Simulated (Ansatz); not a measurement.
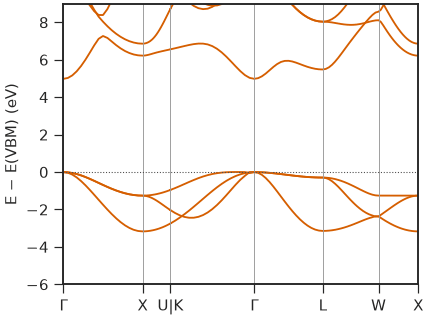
*Band structure from PBEsol in the plane-wave PAW code Ansatz*

Q: Read off the gap and where the band edges lie.

A: About 5.0 eV (4.98 eV by a search for the band edges); maximum on the K–Γ line, 78 % of the way from K, minimum at Γ.

The material is LiBr (rock salt, Fm-3m).

The PBEsol relaxation kept the symmetry of its start. Spin–orbit coupling is left out wherever it is not named.

Potentials: the later of the program's two PAW sets.
